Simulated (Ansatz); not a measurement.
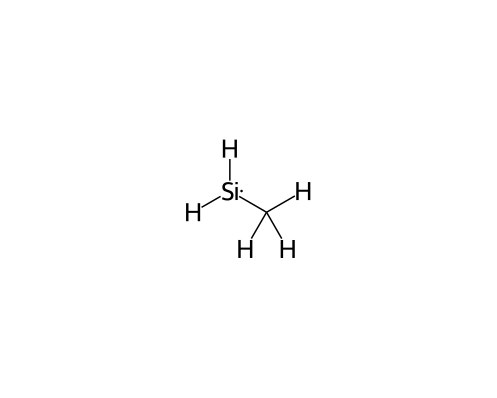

A structural formula. State: neutral, doublet.

**Give its SMILES.**

C[SiH2]

**Give the formula, hydrogens included.**

CH5Si.

**An optimisation with PBE0-D4/def2-TZVP gave a structure of which point group?**

Cs.

More results for the same structure follow; atom numbers are the same in all pictures, views and colours differ. The computed structure is the end point of a PBE0-D4/def2-TZVP optimisation. No frequency run is at hand to confirm it as a minimum.

## Dipole moment

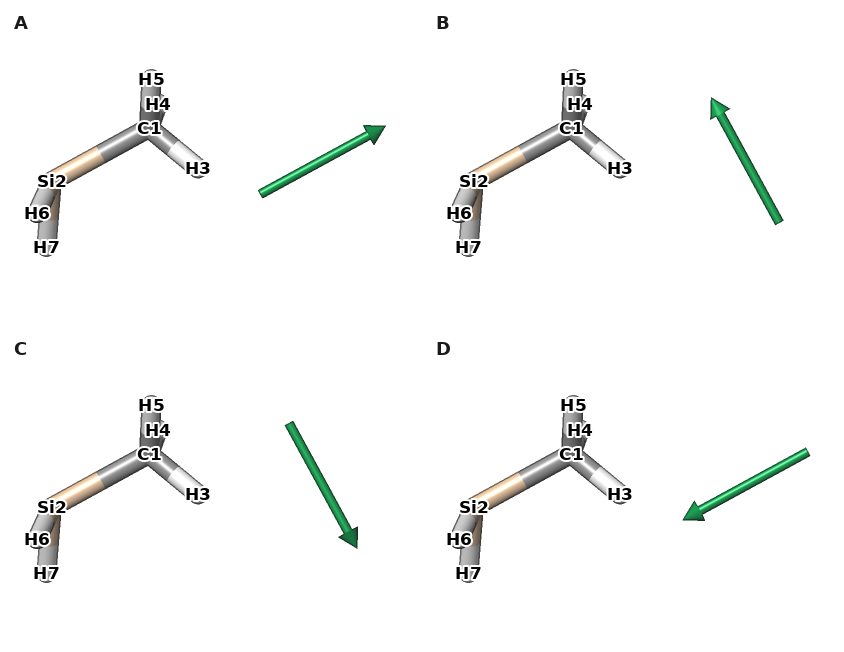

The same molecule four times, each with an arrow. No frequency run is at hand to confirm it as a minimum. Properties computed with UKS PBE0-D4/def2-TZVP (Ansatz 0.2.0).

**Which arrow points along the dipole moment, from the negative to the positive end?**

A. The dipole moment is 0.93 D; it points from the side of H6, H7 to the side of H3, H4, H5 (the outermost atoms at the two ends).

## Electronic properties

No frequency run is at hand to confirm it as a minimum. Level of theory: UKS PBE0-D4/def2-TZVPP (Ansatz 0.2.0).

**Estimate the ⟨S²⟩ of the determinant.**

0.753.

**What is the HOMO energy (Kohn–Sham orbital)?**

−5.90 eV.

**Estimate the dispersion correction.**

−7.5 kJ/mol.

## Charges

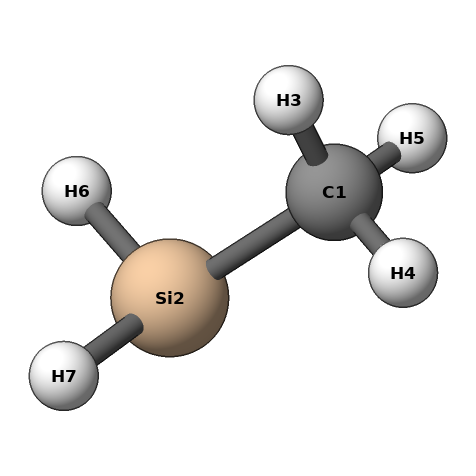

The questions are on Mulliken charges. No frequency run is at hand to confirm it as a minimum. Method: UKS PBE0-D4/def2-TZVP (Ansatz 0.2.0).

**Which atom carries the highest charge (most positive or least negative)?**

H3, H4 (0.15 e).

**And the lowest?**

C1 (−0.49 e).

List the Mulliken charges.

```tsv
atom	value (e)
C1	−0.49
Si2	0.07
H3	0.15
H4	0.15
H5	0.14
H6	−0.01
H7	−0.01
```

Mulliken values depend strongly on the basis set and can even reverse the polarity of a bond.
